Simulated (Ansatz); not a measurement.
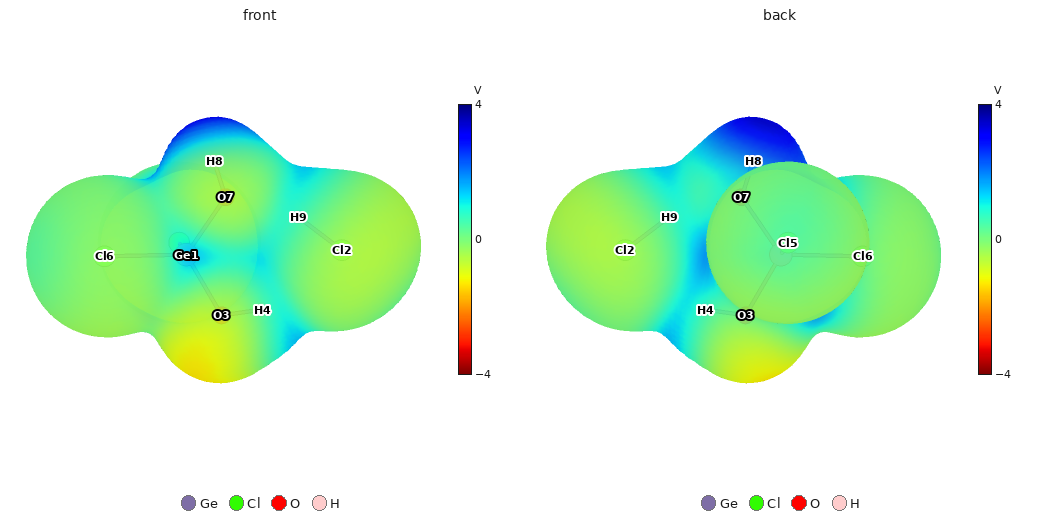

Figure. Cl2GeH2O2···HCl. The electrostatic potential painted on the density surface at 0.002 e/bohr³, seen from the front and from behind; the colour scale runs from red (negative) to blue (positive).

These are results of Ansatz 0.2.0, RKS PBE0/def2-SVP, not measurements.

| atom | x (Å) | y (Å) | z (Å) |
| --- | --- | --- | --- |
| Ge | -0.4909 | -0.2296 | -0.7348 |
| Cl | 0.3256 | 0.1749 | 2.9160 |
| O | 1.1296 | -0.4926 | -0.1769 |
| H | 1.2313 | -0.2410 | 0.7585 |
| Cl | -0.8634 | 1.7637 | -1.4055 |
| Cl | -0.9033 | -1.5726 | -2.3257 |
| O | -1.5714 | -0.5407 | 0.6452 |
| H | -2.4825 | -0.2523 | 0.5055 |
| H | -0.6912 | -0.1916 | 2.1703 |

> Which sites attract a positive test charge, and which a negative one?

A positive charge is drawn to the negative regions and a negative charge to the positive ones. The most negative region (about −1.3 V) lies over O3, the most positive (about +3.3 V) over H8. Cl6 shows a σ-hole: about +0.3 V at the tip opposite its bond, against about −0.1 V on its flanks. O3 is the likeliest acceptor of a hydrogen bond.
